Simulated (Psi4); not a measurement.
# InH3Cl− ([InClH3]-): MP2/def2-TZVPPD (density fitting, core potential, density fitting for correlation, sweep point 5)

Aim: the vertical singlet–triplet gap of InH3Cl− ([InClH3]-) at MP2/def2-TZVPPD (density fitting, core potential, density fitting for correlation, sweep point 5), from 2 runs. 

The results are computed with Psi4 1.11.

## Step 1: The molecule

The species is InH3Cl− (5 atoms), meant as a singlet with charge -1. SMILES: `[H][In-]([H])([H])[Cl]`. Geometry: a GFN2-xTB relaxation, a rough one for these elements and not checked as a minimum.

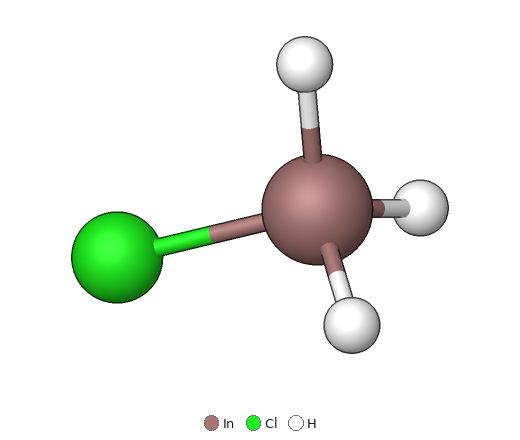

The structure, seen from a chosen angle (indium brown, chlorine green, hydrogen white).

## Step 2: A single-point energy at MP2/def2-TZVPPD (density fitting, core potential, density fitting for correlation, sweep point 5)

calc.inp reads:

```
memory 1600 MB

molecule system {
  -1 1
  In    -0.002150     0.000620    -0.175700
  Cl     0.012800    -0.020350     2.163640
  H      1.620790     0.013380    -0.670930
  H     -0.818090     1.410990    -0.645940
  H     -0.813350    -1.404640    -0.671060
  symmetry c1
}

set basis def2-TZVPPD
set reference rhf
set puream true
set scf_type df
set num_frozen_docc 9

e, wfn = energy('mp2', return_wfn=True)
print_variables()
```

Run with:

```sh
$ psi4 calc.inp calc.out -n 1
```

calc.out:

```text
[...]
    !!!  WARNING: ECP capability is in beta. Please check occupations closely.  !!!
[...]
  Running in c1 symmetry.
[...]
  Nuclear repulsion =  109.245162222774425
[...]
  Multiplicity = 1
[...]
  Nalpha       = 21
  Nbeta        = 21
[...]
    Number of basis functions: 158
[...]
   @DF-RHF iter   1:  -650.41639731125065   -1.19893e+00   3.06461e-03 ADIIS/DIIS
[...]
   @DF-RHF iter  10:  -650.52871200737388   -3.75167e-11   8.99516e-09 DIIS
[...]
    Orbital Energies [Eh]
    ---------------------
    Doubly Occupied:
       1A   -104.602616     2A    -10.332495     3A     -7.799217
       4A     -7.798510     5A     -7.798510     6A     -5.167596
       7A     -3.425832     8A     -3.422581     9A     -3.422565
      10A     -0.879106    11A     -0.816976    12A     -0.816925
      13A     -0.807034    14A     -0.806997    15A     -0.797177
      16A     -0.395002    17A     -0.267788    18A     -0.267713
      19A     -0.260261    20A     -0.201753    21A     -0.201360
[...]
  @DF-RHF Final Energy:  -650.52871200737388
   => Energetics <=
    Nuclear Repulsion Energy =            109.2451622227744252
    One-Electron Energy =               -1198.9717252394887055
    Two-Electron Energy =                 439.1978510093403543
    Total Energy =                       -650.5287120073737697
[...]
 Multipole Moments:
 ------------------------------------------------------------------------------------
     Multipole            Electronic (a.u.)      Nuclear  (a.u.)        Total (a.u.)
 ------------------------------------------------------------------------------------
 L = 1.  Multiply by 2.5417464519 to convert [e a0] to [Debye]
 Dipole X            :         -0.2164810            0.2095658           -0.0069152
 Dipole Y            :          0.2782057           -0.2774338            0.0007719
 Dipole Z            :        -32.1197343           31.6841329           -0.4356014
 Magnitude           :                                                    0.4356570
[...]
```

Wall time 3.9 s (1 thread of Intel Xeon Platinum 8375C at 2.90GHz (Ice Lake), shared host); peak memory 0.29 GiB.

## Step 3: The triplet, same level

clh3in.inp reads:

```
memory 1600 MB

molecule molecule1 {
  -1 3
  In    -0.002150     0.000620    -0.175700
  Cl     0.012800    -0.020350     2.163640
  H      1.620790     0.013380    -0.670930
  H     -0.818090     1.410990    -0.645940
  H     -0.813350    -1.404640    -0.671060
  units angstrom
  symmetry c1
}

set basis def2-TZVPPD
set reference uhf
set puream true
set scf_type df
set num_frozen_docc 9
set maxiter 150

E, wfn = energy('mp2', return_wfn=True)
print_variables()
```

Run with:

```sh
$ psi4 -n 1 clh3in.inp clh3in.out
```

clh3in.out:

```text
[...]
    !!!  WARNING: ECP capability is in beta. Please check occupations closely.  !!!
[...]
  Running in c1 symmetry.
[...]
  Nuclear repulsion =  109.245162222774425
[...]
  Multiplicity = 3
[...]
  Nalpha       = 22
  Nbeta        = 20
[...]
    Number of basis functions: 158
[...]
   @DF-UHF iter   1:  -650.12136199700421   -9.03897e-01   3.37504e-03 ADIIS/DIIS
[...]
   @DF-UHF iter  25:  -650.33757559761091   -2.19416e-11   6.22545e-09 DIIS
[...]
   @S^2 Observed:                2.012441924E+00
[...]
    Orbital Energies [Eh]
    ---------------------
    Alpha Occupied:
       1A   -104.670312     2A    -10.399597     3A     -7.866916
       4A     -7.865852     5A     -7.865243     6A     -5.279466
       7A     -3.543160     8A     -3.532568     9A     -3.529635
      10A     -0.963171    11A     -0.942680    12A     -0.925507
      13A     -0.919188    14A     -0.914868    15A     -0.889630
      16A     -0.567746    17A     -0.406741    18A     -0.335461
      19A     -0.334804    20A     -0.313007    21A     -0.280904
      22A      0.027685
    Alpha Virtual:
      23A      0.144119    24A      0.174439    25A      0.174949
[...]
  @DF-UHF Final Energy:  -650.33757559761091
   => Energetics <=
    Nuclear Repulsion Energy =            109.2451622227744252
    One-Electron Energy =               -1195.1312188597200930
    Two-Electron Energy =                 435.5484810393346038
    Total Energy =                       -650.3375755976110213
  UHF NO Occupations:
  HONO-2 :   20  A 1.9951323
  HONO-1 :   21  A 1.0000000
[...]
 Multipole Moments:
 ------------------------------------------------------------------------------------
     Multipole            Electronic (a.u.)      Nuclear  (a.u.)        Total (a.u.)
 ------------------------------------------------------------------------------------
 L = 1.  Multiply by 2.5417464519 to convert [e a0] to [Debye]
 Dipole X            :         -1.5825909            0.2095658           -1.3730251
 Dipole Y            :          0.2553744           -0.2774338           -0.0220595
 Dipole Z            :        -29.3421575           31.6841329            2.3419754
 Magnitude           :                                                    2.7148726
[...]
```

Run time: 5.4 s. Hardware: 1 thread of Intel Xeon Platinum 8375C at 2.90GHz (Ice Lake), shared host; peak memory 0.3 GiB.

## Step 4: What came out

Level: MP2/def2-TZVPPD (density fitting, core potential, density fitting for correlation, sweep point 5), 9 core orbitals frozen.

| quantity | value |
| --- | --- |
| singlet: total energy | -651.05355 Eh |
| singlet: HOMO energy (Hartree–Fock orbitals) | -5.48 eV |
| singlet: LUMO energy (Hartree–Fock orbitals) | 4.41 eV |
| singlet: HOMO–LUMO gap (to an unbound level, set by the basis) | 9.89 eV |
| singlet: correlation energy (9 core orbitals frozen) | -524.8 mEh |
| triplet: total energy | -650.84195 Eh |
| triplet: HOMO energy (Hartree–Fock orbitals) (highest over α and β) | 0.75 eV |
| triplet: LUMO energy (Hartree–Fock orbitals) (lowest over α and β) | 0.89 eV |
| triplet: correlation energy (9 core orbitals frozen) | -504.4 mEh |
| triplet: ⟨S²⟩ of the reference determinant | 2.012 |
| vertical energy of the triplet above the singlet | 5.758 eV |

In words: At this shape the triplet lies 5.76 eV (133 kcal/mol) above the singlet. For an anion a state so high probably lies above electron detachment. The HOMO (triplet) lies at positive energy, 0.75 eV: the electron is unbound at this level or held by a compact basis; values depend on the basis.
